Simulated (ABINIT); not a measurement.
# SrTiO3 (Tausonite): G0W0 with ABINIT, start to end, part 2 of 2

Aim: the G0W0 gap of SrTiO3 (Tausonite) on PBE, step by step.

ABINIT 10.8.3; PBE and many-body steps on it, plane waves. Known limits of the many-body steps: not at the basis limit; no spin-orbit coupling; coarse k mesh.

So far. Step 2 (Ground state): The gap is indirect, with the least direct gap 0.36 eV higher. Step 3 (Empty states on the mesh, 4×4×4 mesh, 98 bands): On this mesh the gap is 1.908 eV.

## 4. Screening, 4×4×4 mesh, 90 bands, screening to 130.6 eV

The RPA dielectric matrix is built and inverted for each q.

This step: RPA screening on PBE, plane waves, norm-conserving pseudopotentials.

Input file run.abi:

```
acell 3*1.0 Angstrom
rprim 
  3.905280000000 0.000000000000 0.000000000000
  0.000000000000 3.905280000000 0.000000000000
  0.000000000000 0.000000000000 3.905280000000
ntypat 3
znucl 38 22 8
natom 5
typat 1 2 3 3 3
xred 
  0.500000000000 0.500000000000 0.500000000000
  0.000000000000 0.000000000000 0.000000000000
  0.500000000000 0.000000000000 0.000000000000
  0.000000000000 0.500000000000 0.000000000000
  0.000000000000 0.000000000000 0.500000000000
pp_dirpath "pseudos"
pseudos "Sr.upf, Ti.upf, O.upf"
ecut 38
ngkpt 4 4 4
nshiftk 1
shiftk 0 0 0
kptopt 1
chksymbreak 0
istwfk *1
occopt 1
irdwfk 1
optdriver 3
nband 90
ecuteps 4.8
inclvkb 2
awtr 1
symchi 1
indata_prefix "in"
outdata_prefix "out"
tmpdata_prefix "tmp"
```

Command:

```
OMP_NUM_THREADS=1 mpirun -n 8 abinit run.abi > log
```

Numbers of over 12 decimals in the logs are rounded to 6 here.

Log:

```text
.Version 10.8.3 of ABINIT. v10.8.2 released Aug 2026.

 Symmetries : space group Pm -3 m (#221); Bravais cP (primitive cubic)
[... echo of the input left out ...]
== DATASET  1 ==================================================================
-   mpi_nproc: 8, omp_nthreads: 1 (-1 if OMP is not activated)

--- !DatasetInfo
iteration_state: {dtset: 1, }
dimensions: {natom: 5, nkpt: 10, mband: 90, nsppol: 1, nspinor: 1, nspden: 1, mpw: 4632, }
cutoff_energies: {ecut:  38.0, pawecutdg:  -1.0, }
electrons: {nelect:   4.00000000E+01, charge:   0.00000000E+00, occopt:   1.00000000E+00, tsmear:   1.00000000E-02, }

 SCREENING: Calculation of the susceptibility and dielectric matrices

 Based on a program developped by R.W. Godby, V. Olevano, G. Onida, and L. Reining.
 Incorporated in ABINIT by V. Olevano, G.-M. Rignanese, and M. Torrent.
.Using double precision arithmetic ; gwpc =  8

[... cell and pseudopotentials left out ...]
--------------------------------------------------------------------------------

 ==== K-mesh for the wavefunctions ====
 Number of points in the irreducible wedge :    10
[... list of points left out ...]
 Together with 48 symmetry operations and time-reversal symmetry
 yields    64 points in the full Brillouin Zone.

 ==== Q-mesh for the screening function ====
 Number of points in the irreducible wedge :    10
[... list of points left out ...]
 Together with 48 symmetry operations and time-reversal symmetry
 yields    64 points in the full Brillouin Zone.

 setmesh: FFT mesh size selected  =    27x   27x   27
          total number of points  =        19683

 vcoul_init : cutoff-mode = AUXILIARY_FUNCTION
 q-points for optical limit:   1
     1)      0.000010    0.000020    0.000030

- screening: taking advantage of time-reversal symmetry
- Maximum band index for partially occupied states nbvw = 20
- Remaining bands to be divided among processors   nbcw = 70
- Number of bands treated by each node ~8

 Number of electrons calculated from density =   40.0000; Expected =   40.0000
 average of density, n =  0.099519
 r_s =    1.3387
 omega_plasma =   30.4305 [eV]

 calculating chi0 at frequencies [eV] :
  1    0.000000E+00    0.000000E+00
  2    0.000000E+00    3.043050E+01

--------------------------------------------------------------------------------
  q-point number  1        q = ( 0.000000, 0.000000, 0.000000) [r.l.u.]
--------------------------------------------------------------------------------
[... chi0 elements left out ...]
 For q-point:  0.000010 0.000020 0.000030
  dielectric constant =   6.4045
  dielectric constant without local fields =   6.7606

  Average fulfillment of the sum rule on Im[epsilon] for q-point    1 :     54.94  [%]
[... wings left out ...]
  q-point number  2        q = ( 0.250000, 0.000000, 0.000000) [r.l.u.]
--------------------------------------------------------------------------------
[... chi0 elements left out ...]
  Average fulfillment of the sum rule on Im[epsilon] for q-point    2 :     69.21  [%]

 [... 8 further q-points ...]
```

Run time: 23 s. Hardware: 8 MPI ranks of Arm Neoverse V2, shared host; peak memory 1.6 GiB.

Numbers from this step:

- ε∞ with local fields, on this mesh, along the program's q direction: 6.404
- the same without local fields: 6.761
- plasma frequency: 30.43 eV
- plane waves in the screening matrix: 203

Local fields lower ε∞ by 5 %. On a Γ-centred mesh this coarse the value itself is usually too large, while a short band sum pulls it down.

## 5. Self-energy, 4×4×4 mesh, 90 bands, screening to 130.6 eV

The self-energy is evaluated for the states that the input lists, and the levels follow from it, in one-shot runs by the linearised quasiparticle equation.

This step: G0W0 on PBE, plane waves, norm-conserving pseudopotentials.

run.abi, as its differences from that of step 4:

```diff
@@ -26,8 +26,17 @@
 irdwfk 1
-optdriver 3
+optdriver 4
 nband 90
+gwcalctyp 0
+ecutsigx 38
+symsigma 1
+nkptgw 2
+kptgw 
+  0.5000000000 0.5000000000 0.5000000000
+  0.0000000000 0.0000000000 0.0000000000
+bdgw 
+  18 23
+  18 23
 ecuteps 4.8
-inclvkb 2
-awtr 1
-symchi 1
+irdscr 1
+ppmodel 1
 indata_prefix "in"
```

Log:

```text
.Version 10.8.3 of ABINIT. v10.8.2 released Aug 2026.

 Symmetries : space group Pm -3 m (#221); Bravais cP (primitive cubic)
[... echo of the input left out ...]
== DATASET  1 ==================================================================
-   mpi_nproc: 8, omp_nthreads: 1 (-1 if OMP is not activated)

--- !DatasetInfo
iteration_state: {dtset: 1, }
dimensions: {natom: 5, nkpt: 10, mband: 90, nsppol: 1, nspinor: 1, nspden: 1, mpw: 4632, }
cutoff_energies: {ecut:  38.0, pawecutdg:  -1.0, }
electrons: {nelect:   4.00000000E+01, charge:   0.00000000E+00, occopt:   1.00000000E+00, tsmear:   1.00000000E-02, }

 SIGMA: Calculation of the GW corrections

 Based on a program developped by R.W. Godby, V. Olevano, G. Onida, and L. Reining.
 Incorporated in ABINIT by V. Olevano, G.-M. Rignanese, and M. Torrent.
.Using double precision arithmetic ; gwpc =  8

[... cell and pseudopotentials left out ...]
--------------------------------------------------------------------------------

 ==== K-mesh for the wavefunctions ====
 Number of points in the irreducible wedge :    10
[... list of points left out ...]
 Together with 48 symmetry operations and time-reversal symmetry
 yields    64 points in the full Brillouin Zone.

 ==== Q-mesh for screening function ====
 Number of points in the irreducible wedge :    10
[... list of points left out ...]
 Together with 48 symmetry operations and time-reversal symmetry
 yields    64 points in the full Brillouin Zone.

 vcoul_init : cutoff-mode = AUXILIARY_FUNCTION
 q-points for optical limit:   1
     1)      0.000010    0.000020    0.000030
 setmesh: FFT mesh size selected  =    45x   45x   45
          total number of points  =        91125

 Number of electrons calculated from density =   40.0000; Expected =   40.0000
 average of density, n =  0.099519
 r_s =    1.3387
 omega_plasma =   30.4305 [eV]

 === KS Band Gaps ===
  >>>> For spin  1
   Minimum direct gap =   2.2628 [eV], located at k-point      :   0.0000  0.0000  0.0000
   Fundamental gap    =   1.9077 [eV], Top of valence bands at :   0.5000  0.5000  0.5000
                                       Bottom of conduction at :   0.0000  0.0000  0.0000
 SIGMA fundamental parameters:
 PLASMON POLE MODEL  1
 number of plane-waves for SigmaX                 4457
 number of plane-waves for SigmaC and W            203
 number of plane-waves for wavefunctions          4457
 number of bands                                    90
 number of independent spin polarizations            1
 number of spinorial components                      1
 number of k-points in IBZ                          10
 number of q-points in IBZ                          10
 number of symmetry operations                      48
 number of k-points in BZ                           64
 number of q-points in BZ                           64
 number of frequencies for dSigma/dE                 9
 frequency step for dSigma/dE [eV]                0.25
 number of omega for Sigma on real axis              0
 max omega for Sigma on real axis  [eV]           0.00
 zcut for avoiding poles [eV]                     0.10

 EPSILON^-1 parameters (SCR file):
 dimension of the eps^-1 matrix on file            203
 dimension of the eps^-1 matrix used               203
 number of plane-waves for wavefunctions          4457
 number of bands                                    90
 number of q-points in IBZ                          10
 number of frequencies                               2
 number of real frequencies                          1
 number of imag frequencies                          1

 matrix elements of self-energy operator (all in [eV])

 Perturbative Calculation

--- !SelfEnergy_ee
iteration_state: {dtset: 1, }
kpoint     : [   0.500,    0.500,    0.500, ]
spin       : 1
KS_gap     :    4.517
QP_gap     :    6.467
Delta_QP_KS:    1.950
data: !SigmaeeData |
     Band     E0 <VxcDFT>   SigX SigC(E0)      Z dSigC/dE  Sig(E)    E-E0       E
       18   6.925 -20.195 -25.189   5.134   0.770  -0.299 -20.087   0.108   7.033
       19   6.925 -20.195 -25.189   5.134   0.770  -0.299 -20.087   0.108   7.033
       20   6.925 -20.195 -25.189   5.134   0.770  -0.299 -20.087   0.108   7.033
       21  11.442 -21.983 -12.959  -6.228   0.736  -0.359 -19.926   2.058  13.500
       22  11.442 -21.983 -12.959  -6.228   0.736  -0.359 -19.926   2.058  13.500
       23  11.442 -21.983 -12.959  -6.228   0.736  -0.359 -19.926   2.058  13.500

--- !SelfEnergy_ee
iteration_state: {dtset: 1, }
kpoint     : [   0.000,    0.000,    0.000, ]
spin       : 1
KS_gap     :    2.263
QP_gap     :    3.909
Delta_QP_KS:    1.646
data: !SigmaeeData |
     Band     E0 <VxcDFT>   SigX SigC(E0)      Z dSigC/dE  Sig(E)    E-E0       E
       18   6.570 -20.542 -25.366   4.934   0.774  -0.292 -20.457   0.086   6.656
       19   6.570 -20.542 -25.366   4.934   0.774  -0.292 -20.457   0.086   6.656
       20   6.570 -20.542 -25.366   4.934   0.774  -0.292 -20.457   0.086   6.656
       21   8.833 -18.883 -11.450  -5.222   0.783  -0.277 -17.151   1.732  10.565
       22   8.833 -18.883 -11.450  -5.222   0.783  -0.277 -17.151   1.732  10.565
       23   8.833 -18.883 -11.450  -5.222   0.783  -0.277 -17.151   1.732  10.565

== END DATASET(S) ==============================================================
================================================================================

 -outvars: echo values of variables after computation  --------
           etotal      0.0000000000E+00
            nband          90
             nkpt          10
          spgroup         221
 [... the other variables as echoed above ...]

 Calculation completed.
```

It took 6 s on 8 MPI ranks; peak memory 1.7 GiB; 47 s of CPU time.

Numbers from this step:

```yaml
g0w0_gap_on_the_points_computed: 3.532 eV
starting_gap_on_the_mesh: 1.908 eV
k_of_the_valence_top: 0.5, 0.5, 0.5
k_of_the_conduction_bottom: 0, 0, 0
z_at_the_valence_top: 0.77
z_at_the_conduction_bottom: 0.783
least_direct_g0w0_gap_on_the_computed_points: 3.909 eV
```

The gap on the mesh goes from 1.91 eV to 3.53 eV, a correction of +1.62 eV.

Limits: finite bands, cutoff and mesh; no spin-orbit coupling; coarse k mesh. v1 is the top filled band, c1 the lowest empty one. Levels before and after the correction, in eV, zero at the valence-band top of each column:

```tsv
	conduction bottom	valence top
Kohn-Sham	1.91	0.00
G0W0	3.53	0.00
```

```tsv
	level	energy (eV)
Kohn-Sham	(0.5 0.5 0.5) v3-v1	0.000
Kohn-Sham	(0.5 0.5 0.5) c1-c3	4.517
Kohn-Sham	Γ v3-v1	-0.355
Kohn-Sham	Γ c1-c3	1.908
G0W0	(0.5 0.5 0.5) v3-v1	0.000
G0W0	(0.5 0.5 0.5) c1-c3	6.467
G0W0	Γ v3-v1	-0.377
G0W0	Γ c1-c3	3.532
```

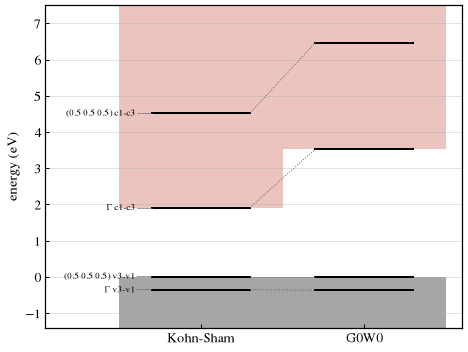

Levels before and after the correction. Shaded: valence and conduction bands.

## 6. Where the time went

Times are wall times on 8 MPI ranks of Arm Neoverse V2, shared host, good to a factor of about two.

```tsv
step	time	share	memory (GiB)
ground state	20 s	27 %	0.64
empty states on the mesh	23 s	32 %	0.6
screening	23 s	33 %	1.6
self-energy	6 s	8 %	1.7
```

## 7. Summary of results

* PBE gap: 1.91 eV, indirect
* G0W0 gap on the mesh: 3.53 eV
* GW settings: 4×4×4 mesh, 90 bands, screening to 130.6 eV, Godby-Needs plasmon pole
* known limits: not at the basis limit; no spin-orbit coupling; coarse k mesh

**Reading.** G0W0 moves the gap on the mesh from 1.91 eV to 3.53 eV (+1.62 eV), with Z of 0.77 and 0.78 at the edges. Local fields lower the RPA ε∞ on this mesh from 6.76 to 6.40; a Γ-centred mesh this coarse tends to raise both, most where the direct gap is narrow, while a short band sum lowers them. Only 2 of the mesh's irreducible points were corrected, so a valley elsewhere could overtake. Against experiment, by G0W0@PBE: the direct gap of 3.91 eV lies +0.14 eV from the measured 3.77 eV (direct, 300 K, 2013). An exciton line or allowed optical edge lies below the quasiparticle gap by the binding energy; a forbidden edge can push the onset above it. The calculation has static nuclei and no excitons; a measured gap holds zero-point and thermal motion, which mostly lowers it. Bands and cutoff are finite, so the gap is not at the basis limit. The miss can reach some tenths of an eV and take either sign; the mesh is an error of its own. In the G0W0 run levels were corrected at 2 k points alone, so a gap called «on the mesh» is the least over those, and an edge elsewhere would be missed. The 4×4×4 mesh is coarse for this cell, which bears on the long-range parts of exchange and screening. This is the ideal cubic cell; many perovskites, halides above all, are cubic only on average, and local tilts or off-centring can widen the gap. The many-body steps are scalar-relativistic: spin-orbit coupling is not in them.

[Paths, hosts, dates, memory and timing lines, banners, echoed tables and standing remarks are left out of the program output.]

[Logs are printed without paths, hosts, clocks, repeated set-up lines and the standing remarks that a program may print on its own settings, such as how far it seeks lower states.]

[Runs of the session that timed out or met a known fault of the program may be left out.]

[Hosts, paths, dates, database ids (printed as entryN), source tags and the programs' standing remarks are cut or masked in the printed files.]

[G0W0 gaps are taken among the corrected bands and points alone; a level outside them can change the order at an edge.]

[Where Ansatz stands beside ABINIT at settings called matched, ABINIT's density can come from a denser mesh and the files from another edition; pairs whose starting gaps differed by over 0.03 eV were left out, so agreement reads better than it is.]
